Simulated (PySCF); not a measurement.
CuF$_{3}$: frequency calculation

CuF$_{3}$, computed with RKS-based PBE0, Cu def2-SVP, F def2-SVP; non-relativistic Hamiltonian; density fitting (PySCF 2.14.0).

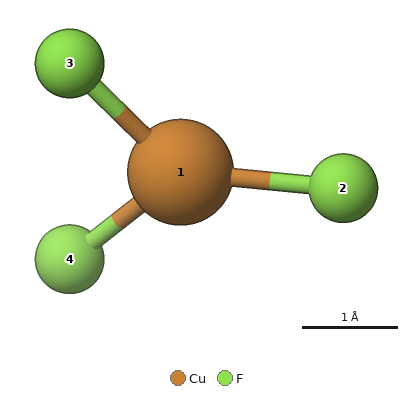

The structure as given in the input (ball-and-stick view, seen at a tilt; atoms are numbered from 1 in the order of the input). Sticks mark near contacts. Bond lengths as drawn: Cu–F 1.71 to 1.74 Å.

**The input**
```python
from pyscf import gto, scf, dft
mol = gto.M(atom='''
Cu     0.100613     0.000000    -0.000000
F      1.841102     0.000000    -0.000000
F     -1.085365     1.234191     0.000000
F     -1.085365    -1.234191     0.000000''',
    basis={'Cu': 'def2-SVP', 'F': 'def2-SVP'},
    charge=0, spin=0)
mf = dft.RKS(mol, xc='PBE0')
mf.grids.atom_grid = (75, 302)
aux = {'Cu': 'def2-universal-JKFIT', 'F': 'def2-universal-JKFIT'}
mf = mf.density_fit(auxbasis=aux)
mf.conv_tol = 1e-09
mf.diis_space = 10
mf.max_cycle = 60
mf.verbose = 4
mf.kernel()
```

The script is an equivalent of the set-up of the self-consistent field. The run itself was carried out by a driver, which started from the orbitals of the step before it where there was one and computed the further properties.

Launched with:
```bash
OMP_NUM_THREADS=2 python axn.py task.json out
```

**The program's output**
```
init E= -1938.94252952713
  HOMO = -0.405885427244649  LUMO = -0.278648348731533  gap/eV = 3.46230
cycle= 1 E= -1938.94252952559  delta_E= 1.54e-09  |g|= 0.0001  |ddm|= 7.2e-05
  HOMO = -0.405895820838316  LUMO = -0.278663636980284  gap/eV = 3.46216
cycle= 2 E= -1938.94252950412  delta_E= 2.15e-08  |g|= 0.000375  |ddm|= 0.000267
  HOMO = -0.405887678688678  LUMO = -0.278651444940839  gap/eV = 3.46227
cycle= 3 E= -1938.94252952726  delta_E= -2.31e-08  |g|= 6.14e-06  |ddm|= 0.000209
  HOMO = -0.405887652507927  LUMO = -0.27865156944467  gap/eV = 3.46227
cycle= 4 E= -1938.94252952726  delta_E= -1.36e-12  |g|= 4.31e-07  |ddm|= 4.62e-06
  HOMO = -0.405887643137263  LUMO = -0.278651527708012  gap/eV = 3.46227
Extra cycle  E= -1938.94252952725  delta_E= 6.37e-12  |g|= 1.27e-06  |ddm|= 1.28e-06
converged SCF energy = -1938.94252952725
```

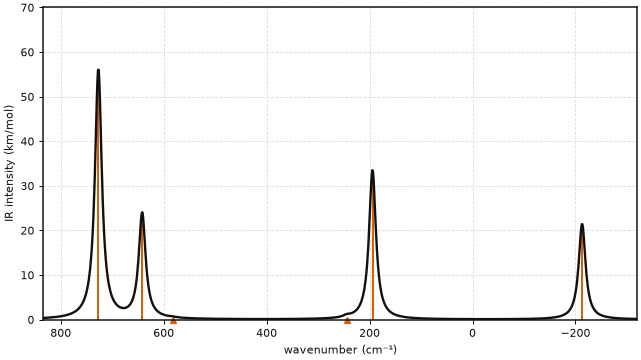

Harmonic infrared spectrum, unscaled: sticks (degenerate modes added up, dark ones marked on the axis) with a Lorentzian envelope of 16 cm⁻¹ full width, scaled to the tallest stick; imaginary modes are drawn at negative wavenumbers. 6 modes from 213i to 727 cm⁻¹, 1 imaginary beyond 8i (213i cm⁻¹): a first-order saddle point, if the geometry is stationary. The strongest line is at 727 cm⁻¹ (56 km/mol). All modes, in cm⁻¹ (km/mol): 213i (21), 194 (33), 244 (0.4), 582 (0.1), 642 (24), 727 (56).

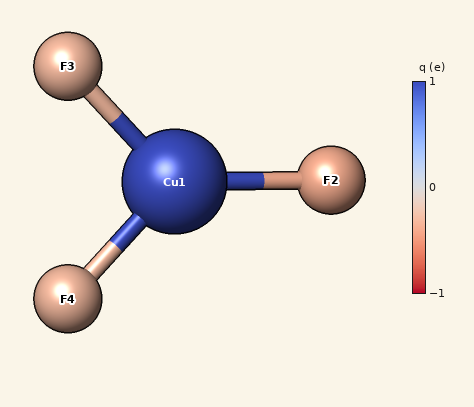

Mulliken charges, as the colour of each atom (ball-and-stick view, seen at a tilt; atoms are numbered from 1 in the order of the input). By element: Cu +1.00 and F −0.38 to −0.31 e.

**Key numbers**

```json
{"quantity": "outcome", "value": "converged"}
{"quantity": "total energy", "value": "−1938.942530 hartree"}
{"quantity": "HOMO", "value": "−11.04 eV"}
{"quantity": "LUMO", "value": "−7.58 eV"}
{"quantity": "zero-point energy", "value": "0.005443 hartree"}
{"quantity": "dipole moment", "value": "0.42 D"}
{"quantity": "wavenumbers, lowest and highest", "value": "213i and 727 cm⁻¹"}
{"quantity": "hardware", "value": "2 threads of Arm Neoverse V1, 24 GiB of memory available, shared host"}
{"quantity": "wall time", "value": "24 s (CPU time 42 s)"}
{"quantity": "peak memory", "value": "0.88 GiB"}
```
